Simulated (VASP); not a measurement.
**A VASP study of SnAs (r2SCAN + rVV10): structure first, properties next**

Aim: relax SnAs with r2SCAN + rVV10, compute its properties on that cell and hold them against experiment. The steps: full relaxation (r2SCAN + rVV10), second relaxation, single point with fields (r2SCAN + rVV10), band structure (r2SCAN + rVV10), density of states (r2SCAN + rVV10), zone-centre phonons (r2SCAN + rVV10) and bands along the symmetry lines (r2SCAN + rVV10 + SOC). Left out of this account: 1 further run (core levels: core levels are not valid at this level). The start is a computed cell from the Materials Project.

Program: VASP 6.6.1. Level of theory: r2SCAN with rVV10; plane waves and PAW (Sn_d, As), in the first sound run; inputs show where later runs differ. Results are calculated unless marked as measured.

**What experiment says.**

“Detailed magneto-heat capacity analysis of SnAs topological superconductor” (2022, arxiv:2202.10664) reports for SnAs, NaCl-type (rock salt), by powder XRD, Rietveld refinement (crystal grown by two-step solid state reaction): lattice constant a (cubic a) 5.721 Å [measurement temperature not stated, presumably room temperature].

## (1) Starting point

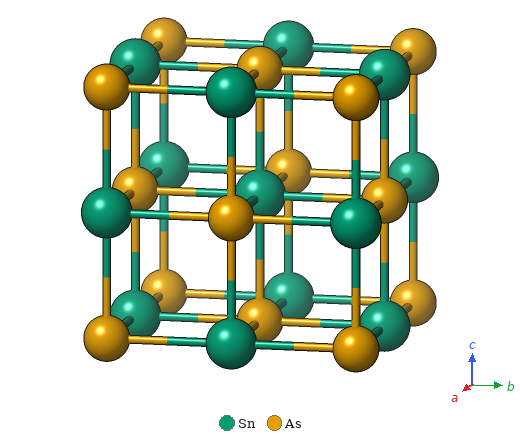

Start, viewed slightly off an axis; tin teal, arsenic orange. This picture shows the conventional cell, with its axes. Some periodic images of atoms are drawn too.

## (2) Full relaxation (r2SCAN + rVV10)

Properties are meant for the cell that this level of theory prefers, so cell and atoms are relaxed first (ISIF = 3) until forces and stress are small; EDIFFG sets the threshold. r2SCAN adds the kinetic-energy density, costs more than a GGA and is run with LASPH. LUSE_VDW switches on a nonlocal correlation term for dispersion.

File INCAR:

```
SYSTEM = SnAs
PREC = Accurate
ENCUT = 400
EDIFF = 1E-06
NELM = 100
ISMEAR = 0
SIGMA = 0.05
LREAL = .FALSE.
ALGO = Normal
METAGGA = R2SCAN
LUSE_VDW = .TRUE.
IVDW_NL = 2
BPARAM = 11.95
CPARAM = 0.0093
LASPH = .TRUE.
NBANDS = 15
LORBIT = 11
LWAVE = .FALSE.
LCHARG = .FALSE.
KPAR = 2
IBRION = 2
NSW = 60
ISIF = 3
EDIFFG = -0.01
```

File POSCAR:

```
SnAs
1.0
    0.0000000000      2.8768709376      2.8768709376
    2.8768709376      0.0000000000      2.8768709376
    2.8768709376      2.8768709376      0.0000000000
Sn As
1 1
Direct
    0.5000000000      0.5000000000      0.5000000000
    0.0000000000      0.0000000000      0.0000000000
```

File KPOINTS:

```
Automatic mesh
0
Gamma
8 8 8
0 0 0
```

PAW data sets: Sn_d and As (PBE family, release 64).

On the command line:

```console
$ mpirun -np 2 vasp_std
```

Output:

```text
[banner, memory and clock lines left out]
running    2 mpi-ranks, on    1 nodes
 distrk:  each k-point on    1 cores,    2 groups
 distr:  one band on    1 cores,    1 groups

 POSCAR found type information on POSCAR SnAs
 POSCAR found :  2 types and       2 ions
|                                                                             |
|               ----> ADVICE to this user running VASP <----                  |
|                                                                             |
|     You have switched on vdW-DFT.                                           |
|     This routine was written and supplied by Jiri Klimes. We recommend      |
|     that you carefully read and cite the following publications:            |
|       J. Klimes, D.R. Bowler, A. Michelides                                 |
|          J. Phys.: Cond Matt. 22 022201 (2010)                              |
|       J. Klimes, D.R. Bowler, A. Michelides                                 |
|          Phys. Rev. B. 83, 195131 (2011)                                    |
|     and references therein.                                                 |
|                                                                             |

|                                                                             |
|               ----> ADVICE to this user running VASP <----                  |
|                                                                             |
|     You enforced a specific xc type in the INCAR file but a different       |
|     [... a line on the potential file left out ...]
|     I HOPE YOU KNOW WHAT YOU ARE DOING!                                     |
|                                                                             |

 LDA part: xc-table for (None), standard interpolation
 POSCAR, INCAR and KPOINTS ok, starting setup
 FFT: planning ... GRIDC
 FFT: planning ... GRID_SOFT
 FFT: planning ... GRID
 WAVECAR not read
 entering main loop
       N       E                     dE             d eps       ncg     rms          rms(c)
Total rVV10 correction in eV:      0.4362375    21.5668748
Total rVV10 correction in eV:      0.4362375    21.5668748
DAV:   1     0.696892356742E+02    0.69689E+02   -0.85479E+03   884   0.142E+03
DAV:   2    -0.338942121717E+02   -0.10358E+03   -0.10086E+03   954   0.335E+02
DAV:   3    -0.418386682258E+02   -0.79445E+01   -0.79052E+01  1101   0.829E+01
DAV:   4    -0.420132058747E+02   -0.17454E+00   -0.17446E+00   996   0.136E+01
DAV:   5    -0.420185267140E+02   -0.53208E-02   -0.53207E-02  1183   0.228E+00    0.354E+00
Total rVV10 correction in eV:      0.4378190    21.5668762
Total rVV10 correction in eV:      0.4378190    21.5668762
DAV:   6    -0.390751125921E+02    0.29434E+01   -0.83284E-01  1073   0.151E+01    0.208E+00
Total rVV10 correction in eV:      0.4413532    21.5668762
Total rVV10 correction in eV:      0.4413532    21.5668762
DAV:   7    -0.390729627054E+02    0.21499E-02   -0.84730E-02  1003   0.183E+00    0.921E-01
Total rVV10 correction in eV:      0.4427200    21.5668762
Total rVV10 correction in eV:      0.4427200    21.5668762
DAV:   8    -0.390758864571E+02   -0.29238E-02   -0.55008E-03  1045   0.775E-01    0.291E-01
Total rVV10 correction in eV:      0.4434117    21.5668762
Total rVV10 correction in eV:      0.4434117    21.5668762
DAV:   9    -0.390763653983E+02   -0.47894E-03   -0.67118E-04   982   0.240E-01    0.552E-02
Total rVV10 correction in eV:      0.4434243    21.5668762
Total rVV10 correction in eV:      0.4434243    21.5668762
DAV:  10    -0.390763712512E+02   -0.58529E-05   -0.97442E-05  1143   0.128E-01    0.274E-02
Total rVV10 correction in eV:      0.4434829    21.5668762
Total rVV10 correction in eV:      0.4434829    21.5668762
DAV:  11    -0.390763764449E+02   -0.51937E-05   -0.12505E-05  1066   0.429E-02    0.499E-03
Total rVV10 correction in eV:      0.4435082    21.5668762
Total rVV10 correction in eV:      0.4435082    21.5668762
DAV:  12    -0.390763771563E+02   -0.71145E-06   -0.25259E-06   968   0.259E-02
Total rVV10 correction in eV:      0.4435145    21.5668762
Total rVV10 correction in eV:      0.4435145    21.5668762
Total rVV10 correction in eV:      0.4435160    21.5668762
Total rVV10 correction in eV:      0.4435160    21.5668762
   1 F= -.39076377E+02 E0= -.39075372E+02  d E =-.390764E+02
 curvature:   0.00 expect dE= 0.000E+00 dE for cont linesearch  0.000E+00
 trial: gam= 0.00000 g(F)=  0.968E-60 g(S)=  0.332E-02 ort = 0.000E+00 (trialstep = 0.100E+01)
 search vector abs. value=  0.332E-02
 bond charge predicted
       N       E                     dE             d eps       ncg     rms          rms(c)
Total rVV10 correction in eV:      0.4436960    21.5668762
Total rVV10 correction in eV:      0.4436960    21.5668762
DAV:   1    -0.391121666764E+02   -0.35790E-01   -0.76573E-01  1066   0.148E+01    0.106E+00
Total rVV10 correction in eV:      0.4417627    21.5668757
Total rVV10 correction in eV:      0.4417627    21.5668757
DAV:   2    -0.390843464156E+02    0.27820E-01   -0.45498E-02  1080   0.391E+00    0.482E-01
Total rVV10 correction in eV:      0.4402388    21.5668757
Total rVV10 correction in eV:      0.4402388    21.5668757
DAV:   3    -0.390773299338E+02    0.70165E-02   -0.19324E-02  1118   0.245E+00    0.773E-02
Total rVV10 correction in eV:      0.4400756    21.5668757
Total rVV10 correction in eV:      0.4400756    21.5668757
DAV:   4    -0.390771582857E+02    0.17165E-03   -0.88690E-04   954   0.322E-01    0.298E-02
Total rVV10 correction in eV:      0.4400321    21.5668757
Total rVV10 correction in eV:      0.4400321    21.5668757
DAV:   5    -0.390771556247E+02    0.26610E-05   -0.32883E-05  1175   0.510E-02    0.240E-02
Total rVV10 correction in eV:      0.4399530    21.5668757
Total rVV10 correction in eV:      0.4399530    21.5668757
DAV:   6    -0.390771597642E+02   -0.41396E-05   -0.26985E-05  1295   0.513E-02    0.523E-03
Total rVV10 correction in eV:      0.4399157    21.5668757
Total rVV10 correction in eV:      0.4399157    21.5668757
DAV:   7    -0.390771612996E+02   -0.15354E-05   -0.94352E-06  1073   0.339E-02    0.412E-03
Total rVV10 correction in eV:      0.4399064    21.5668757
Total rVV10 correction in eV:      0.4399064    21.5668757
DAV:   8    -0.390771602649E+02    0.10347E-05   -0.74815E-07   556   0.684E-03    0.167E-03
Total rVV10 correction in eV:      0.4399070    21.5668757
Total rVV10 correction in eV:      0.4399070    21.5668757
DAV:   9    -0.390771598636E+02    0.40127E-06   -0.19930E-07   512   0.596E-03
Total rVV10 correction in eV:      0.4399076    21.5668757
Total rVV10 correction in eV:      0.4399076    21.5668757
Total rVV10 correction in eV:      0.4399071    21.5668757
Total rVV10 correction in eV:      0.4399071    21.5668757
   2 F= -.39077160E+02 E0= -.39076018E+02  d E =-.782707E-03
 trial-energy change:   -0.000783  1 .order   -0.000756   -0.003324    0.001811
 step:   0.6543(harm=  0.6473)  dis= 0.00000  next Energy=   -39.077472 (dE=-0.109E-02)
 bond charge predicted
       N       E                     dE             d eps       ncg     rms          rms(c)
Total rVV10 correction in eV:      0.4398470    21.5668757
Total rVV10 correction in eV:      0.4398470    21.5668757
DAV:   1    -0.390816576689E+02   -0.44974E-02   -0.93439E-02  1080   0.531E+00    0.364E-01
Total rVV10 correction in eV:      0.4405094    21.5668759
Total rVV10 correction in eV:      0.4405094    21.5668759
DAV:   2    -0.390783836217E+02    0.32740E-02   -0.53543E-03  1080   0.132E+00    0.167E-01
Total rVV10 correction in eV:      0.4410478    21.5668759
Total rVV10 correction in eV:      0.4410478    21.5668759
DAV:   3    -0.390775241777E+02    0.85944E-03   -0.23905E-03  1118   0.852E-01    0.263E-02
Total rVV10 correction in eV:      0.4411016    21.5668759
Total rVV10 correction in eV:      0.4411016    21.5668759
DAV:   4    -0.390774883616E+02    0.35816E-04   -0.11136E-04   968   0.118E-01    0.103E-02
Total rVV10 correction in eV:      0.4411190    21.5668759
Total rVV10 correction in eV:      0.4411190    21.5668759
DAV:   5    -0.390774847659E+02    0.35957E-05   -0.40404E-06  1161   0.190E-02    0.842E-03
Total rVV10 correction in eV:      0.4411491    21.5668759
Total rVV10 correction in eV:      0.4411491    21.5668759
DAV:   6    -0.390774812003E+02    0.35656E-05   -0.31584E-06   986   0.193E-02    0.181E-03
Total rVV10 correction in eV:      0.4411612    21.5668759
Total rVV10 correction in eV:      0.4411612    21.5668759
DAV:   7    -0.390774797062E+02    0.14942E-05   -0.12791E-06   540   0.148E-02    0.118E-03
Total rVV10 correction in eV:      0.4411654    21.5668759
Total rVV10 correction in eV:      0.4411654    21.5668759
DAV:   8    -0.390774800193E+02   -0.31313E-06   -0.20626E-07   477   0.386E-03
Total rVV10 correction in eV:      0.4411633    21.5668759
Total rVV10 correction in eV:      0.4411633    21.5668759
Total rVV10 correction in eV:      0.4411644    21.5668759
Total rVV10 correction in eV:      0.4411644    21.5668759
   3 F= -.39077480E+02 E0= -.39076399E+02  d E =-.110286E-02
 curvature:  -0.32 expect dE=-0.961E-06 dE for cont linesearch -0.961E-06
 trial: gam= 0.00000 g(F)=  0.469E-60 g(S)=  0.297E-05 ort =-0.994E-04 (trialstep = 0.931E+00)
 search vector abs. value=  0.297E-05
 reached required accuracy - stopping structural energy minimisation
```

Wall time 4.6 min (2 MPI ranks of AMD EPYC 7R43, shared host); peak memory 0.46 GiB; 9.1 min of CPU time.

Lines that name or quote the potential files are left out of all logs, and their timing lines are given in words.

From OUTCAR (step 2):

```text
ion  position               nearest neighbor table
   1  0.500  0.500  0.500-   2 2.88   2 2.88   2 2.88   2 2.88   2 2.88   2 2.88
   2  0.000  0.000  0.000-   1 2.88   1 2.88   1 2.88   1 2.88   1 2.88   1 2.88

  LATTYP: Found a face centered cubic cell.
 ALAT       =     5.7537418752

 Subroutine GETGRP returns: Found 48 space group operations
 (whereof 48 operations were pure point group operations)

The static configuration has the point symmetry O_h .

 Found     29 irreducible k-points:

   k-points           NKPTS =     29   k-points in BZ     NKDIM =     29   number of bands    NBANDS=     15

   dimension x,y,z NGX =    28 NGY =   28 NGZ =   28
   dimension x,y,z NGXF=    56 NGYF=   56 NGZF=   56

   ENCUT  =  400.0 eV  29.40 Ry    5.42 a.u.   6.63  6.63  6.63*2*pi/ulx,y,z

   NELECT =      19.0000    total number of electrons

 k-points in reciprocal lattice and weights: Automatic mesh
   0.00000000  0.00000000  0.00000000       0.002
   0.12500000  0.00000000  0.00000000       0.016
   0.25000000  0.00000000  0.00000000       0.016
   0.37500000  0.00000000  0.00000000       0.016
   0.50000000  0.00000000  0.00000000       0.008
   0.12500000  0.12500000  0.00000000       0.012
   0.25000000  0.12500000  0.00000000       0.047
   0.37500000  0.12500000  0.00000000       0.047
   0.50000000  0.12500000  0.00000000       0.047
[...]
-0.37500000  0.50000000  0.12500000       0.023
  -0.25000000  0.50000000  0.25000000       0.012

 average (electrostatic) potential at core
       1-105.8066       2 -52.1906

 E-fermi :   6.8632

 k-point     1 :       0.0000    0.0000    0.0000
  band No.  band energies     occupation
    ...
      6      -6.8524      2.00000
      7       4.4134      2.00000
      8       5.6398      2.00000
      9       5.6398      2.00000
     10       5.6398      2.00000
     11      12.6788      0.00000
     12      12.6789      0.00000
     13      12.6789      0.00000
     14      13.2803      0.00000
     15      13.2803      0.00000

 k-point     2 :       0.1250    0.0000    0.0000
  band No.  band energies     occupation
    ...
      6      -6.6582      2.00000
      7       2.8696      2.00000
      8       5.6668      2.00000
      9       5.6669      2.00000
     10       6.8168      1.80991
     11      11.5884      0.00000
     12      11.5885      0.00000
     13      11.7252      0.00000
     14      13.3682      0.00000
     15      13.7316      0.00000

 k-point     3 :       0.2500    0.0000    0.0000
  band No.  band energies     occupation
    ...
      5     -15.3556      2.00000
      6      -6.0944      2.00000
      7       0.8186      2.00000
      8       5.7785      2.00000
      9       5.7785      2.00000
     10       7.7325      0.00000
     11      10.0373      0.00000
     12      10.0373      0.00000
     13      10.5956      0.00000
     14      13.9532      0.00000
    ...

  Total        0.0064072      0.0064072      0.0064072      0.0000000      0.0000000      0.0000000
  in kB        0.2177733      0.2177733      0.2177733      0.0000000      0.0000000      0.0000000
  external PRESSURE =       0.2177733 kB  Pullay stress =       0.0000000 kB

  energy-cutoff  :      400.00
  volume of cell :       47.14
      direct lattice vectors                 reciprocal lattice vectors
    -0.000000000  2.867140464  2.867140464    -0.174389782  0.174389782  0.174389782
     2.867140464  0.000000000  2.867140464     0.174389782 -0.174389782  0.174389782
     2.867140464  2.867140464  0.000000000     0.174389782  0.174389782 -0.174389782

 POSITION                                       TOTAL-FORCE (eV/Angst)
 -----------------------------------------------------------------------------------
      2.86714      2.86714      2.86714        -0.000000     -0.000000      0.000000
      0.00000      0.00000      0.00000         0.000000      0.000000      0.000000
 -----------------------------------------------------------------------------------
    total drift:                                0.000000      0.000000      0.000000

  FREE ENERGIE OF THE ION-ELECTRON SYSTEM (eV)
  ---------------------------------------------------
  free  energy   TOTEN  =       -39.0774800193 eV

  energy  without entropy=      -39.0753177768  energy(sigma->0) =      -39.07639890

 reached required accuracy - stopping structural energy minimisation

 total charge
# of ion       s       p       d       tot
------------------------------------------
    1        1.197   0.965  10.013  12.175
    2        1.256   1.491   0.034   2.781
--------------------------------------------------
tot          2.453   2.456  10.047  14.957

[... 3 further parts left out ...]
```

CONTCAR:

```
SnAs
   1.00000000000000
    -0.0000000000000000    2.8671404637330582    2.8671404637330582
     2.8671404637330582    0.0000000000000000    2.8671404637330582
     2.8671404637330582    2.8671404637330582    0.0000000000000000
  Sn              As
     1     1
Direct
     0.5000000000000000    0.5000000000000000    0.5000000000000000
     0.0000000000000000    0.0000000000000000    0.0000000000000000
```

This run has no spin polarisation. Its electron count is odd, so without a moment it is a metal by construction. The k-mesh is coarse for a metal. The PAW data sets were made with PBE, which is usual practice but a small mismatch for other functionals. The run keeps the 48 symmetry operations of its start, so it cannot find a distortion of lower symmetry.

The steps of the relaxation:

```tsv
step	energy less that of the first step (eV)	largest force (eV/Å)	pressure (GPa)	volume (Å³)
1	0.0000	0.0000	-0.72	47.62
2	-0.0008	0.0000	0.40	46.89
3	-0.0011	0.0000	0.02	47.14
```

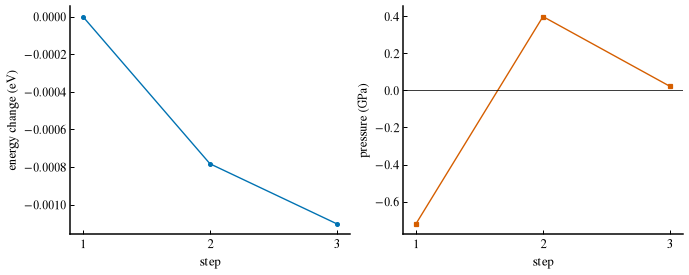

Energy and pressure along the relaxation.

```tsv
conventional cell, symmetrised	before	after	change
a (Å)	5.754	5.734	-0.3 %
b (Å)	5.754	5.734	-0.3 %
c (Å)	5.754	5.734	-0.3 %
volume (Å³/atom)	23.81	23.57	-1.0 %
```

The relaxed structure:

```cif
data_structure
_symmetry_space_group_name_H-M 'P 1'
_symmetry_Int_Tables_number 1
_cell_length_a 4.0547
_cell_length_b 4.0547
_cell_length_c 4.0547
_cell_angle_alpha 60.000
_cell_angle_beta 60.000
_cell_angle_gamma 60.000
_cell_volume 47.14
loop_
_atom_site_label
_atom_site_type_symbol
_atom_site_fract_x
_atom_site_fract_y
_atom_site_fract_z
_atom_site_occupancy
Sn1 Sn 0.50000 0.50000 0.50000 1
As2 As 0.00000 0.00000 0.00000 1
```

This step gave:

- electrons: 19
- bands: 15
- irreducible k-points: 29
- symmetry operations: 48
- free energy (TOTEN): -39.08 eV
- energy at zero smearing: -39.08 eV
- Fermi energy: 6.863 eV
- pressure: 0.02178 GPa
- metallic: yes
- SCF cycles over all ionic steps: 29

It ends with forces that vanish by symmetry and a pressure of 0.02 GPa.

(Continued in part 2 of 5.)

[Lines on the potential files, build, host, timing and source positions are cut from VASP's logs without a mark.]

[Logs are printed without paths, hosts, clocks, repeated set-up lines and the standing remarks that a program may print on its own settings, such as how far it seeks lower states.]

[Hosts, paths, dates, database ids (printed as entryN), source tags and the programs' standing remarks are cut or masked in the printed files.]

[A measured line is paired with the nearest computed mode of its activity, which favours agreement.]
